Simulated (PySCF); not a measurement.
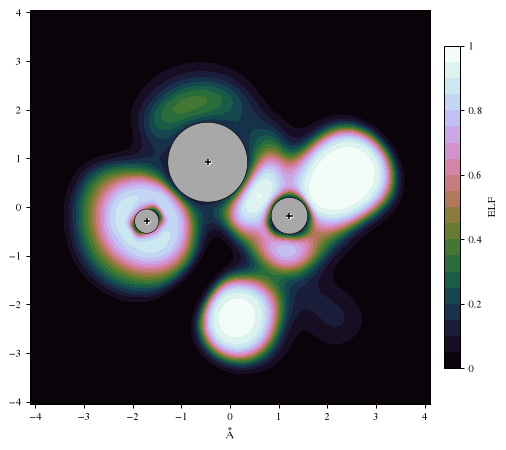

The electron localisation function on a plane through atoms (crosses mark nuclei in the plane; grey discs cover the cores).

Computed with CAM-B3LYP/def2-SVPD, SCF density, gas phase in PySCF 2.14.0.

Candidates:
A. C5H10O2Si
B. C2H5Cl2FGe

Q: Which candidate gave the map?

A: Candidate B: C2H5Cl2FGe on the plane of atoms F1, Ge2 and C3, which holds F, Ge and C. Ge–F (1.75 Å): the ELF peaks at about 0.85 in the valence shell of F, 0.6 Å from its nucleus, and is about 0.25 at the midpoint. C–Ge (2.01 Å): the ELF peaks at about 0.95 in the valence shell of C, 0.8 Å from its nucleus, and is about 0.75 at the midpoint.
